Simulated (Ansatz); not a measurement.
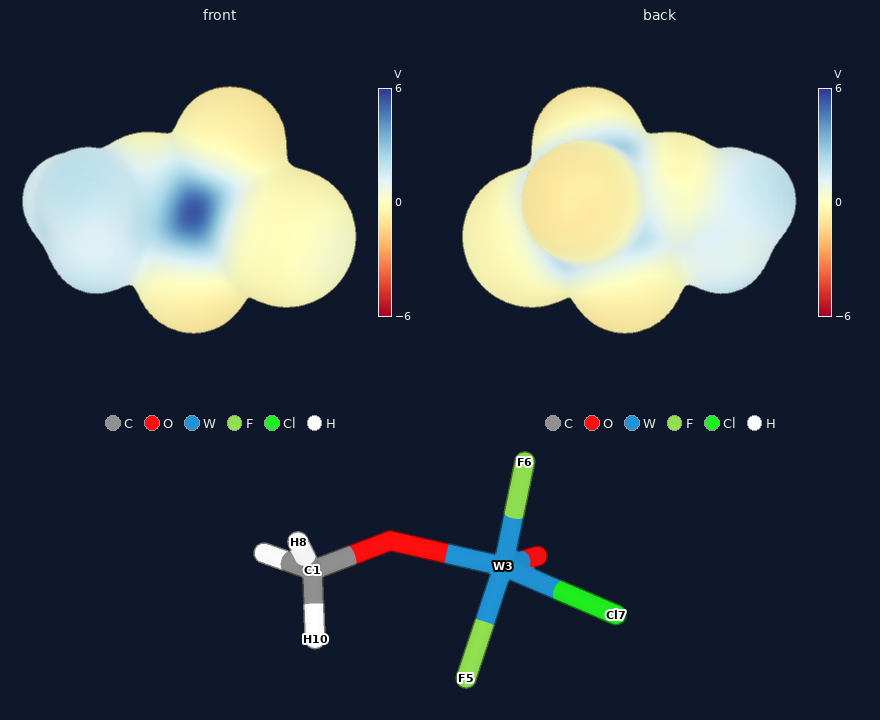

Figure. CH3ClF2O2W (SMILES C[O][W](=[O])([F])([F])[Cl]). The electrostatic potential painted on the density surface at 0.004 e/bohr³, seen from the front and from behind; the colour scale runs from red (negative) to blue (positive). The bare structure is drawn below in the same view.

Geometry: PBE0-D4/def2-TZVP; core potentials replace the inner electrons of W.

All numbers below come from RKS PBE0-D4/def2-TZVPP in Ansatz 0.2.0.

The calculation's input:

```
crystal:
  periodic: [false, false, false]
  atoms:
    - {symbol: C, position_ang: [0.320067, -1.740711, 0.014271]}
    - {symbol: O, position_ang: [-0.303584, -0.559366, 0.447446]}
    - {symbol: W, position_ang: [-0.353488, 1.248307, 0.088323]}
    - {symbol: O, position_ang: [-1.980323, 1.656409, 0.059775]}
    - {symbol: F, position_ang: [0.024354, 0.726768, -1.674242]}
    - {symbol: F, position_ang: [0.161567, 1.597816, 1.841410]}
    - {symbol: Cl, position_ang: [0.786311, 3.156812, -0.481055]}
    - {symbol: H, position_ang: [1.238705, -1.907440, 0.581607]}
    - {symbol: H, position_ang: [-0.364741, -2.574180, 0.176534]}
    - {symbol: H, position_ang: [0.554132, -1.655816, -1.051171]}
basis:
  gaussian: {orbitals: def2-TZVPP}
hamiltonian: {xc: pbe0, dispersion: d4}
output: {orbitals: {seedname: orbitals}}
```

Command:

```sh
ansatz run in.yaml --threads 4 --pin off --events-out ev --progress --plain --max-ram 11315MiB
```

Q: Which sites attract a positive test charge, and which a negative one?

A: A positive charge is drawn to the negative regions and a negative charge to the positive ones. The most negative region (about −0.8 V) lies over O4, F5 and F6, the most positive (about +5.0 V) over W3. Cl7 shows a σ-hole: about +0.3 V at the tip opposite its bond, against about −0.2 V on its flanks.
